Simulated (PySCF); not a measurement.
Breaking a bond: SMILES S=C=S (CS₂). The C1–S3 bond (C1 also carries S; S3 carries nothing else) is stretched with both fragments frozen at the PBE0/def2-TZVP optimised geometry.

```
3

C      0.0000     0.0000     0.0000
S      0.0002     0.0002    -1.5484
S      0.0000     0.0000     1.5485
```

Methods: UKS-M06-2X = unrestricted M06-2X/6-31G (PySCF 2.14.0); RCCSD = CCSD on RHF/6-31G, 11 core orbitals frozen run with PySCF; UCCSD = PySCF with CCSD on UHF/6-31G, 11 core orbitals frozen.

Energies are in kJ/mol, each relative to the lowest point of its own curve near equilibrium.

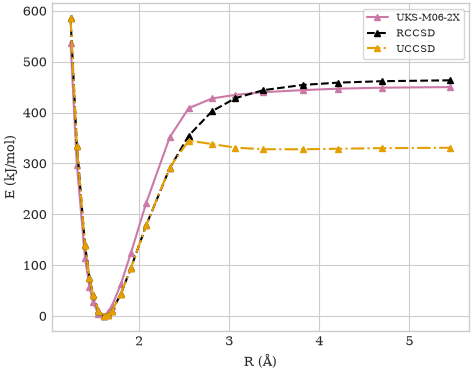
Energy against bond length for each method.

```
R / Å  UKS-M06-2X  RCCSD  UCCSD
-----  ----------  -----  -----
1.24        537.7  585.5  585.5
1.31        297.8  335.2  335.2
1.40        114.9  139.9  139.9
1.45         56.8   75.5   75.5
1.49         26.9   40.7   40.7
1.55          3.6   10.3   10.3
1.61          0.0    0.0    0.0
1.66          8.0    2.7    2.7
1.70         19.9   10.3   10.3
1.80         63.6   44.2   44.2
1.91        124.3   94.7   94.7
2.08        222.7  178.8  178.8
2.34        351.3  290.5  291.8
2.55        408.5  354.4  344.9
2.81        427.7  402.7  338.1
3.07        434.8  428.4  331.1
3.38        440.1  444.1  327.9
3.82        444.2  454.4  327.8
4.21        447.0  458.9  328.9
4.69        448.9  461.7  330.0
5.45        450.1  463.4  330.9
```

At the longest distance, 5.45 Å, RCCSD lies highest above its minimum (463.4 kJ/mol) and UCCSD lowest (330.9 kJ/mol).

The UCCSD curve passes through a maximum at 2.55 Å and then falls by 14.0 kJ/mol up to the last usable point, a hump where its reference is spin-contaminated.

The unrestricted determinant behind UKS-M06-2X is spin-contaminated at 2.55 to 5.45 Å (<S²> up to 1.0, against 0.00 for a pure singlet). The T1 diagnostic of CCSD on the restricted reference of RCCSD exceeds 0.045 at 2.08 to 2.34 Å. The unrestricted determinant behind UCCSD is spin-contaminated at 2.34 to 5.45 Å (<S²> up to 1.0, against 0.00 for a pure singlet).
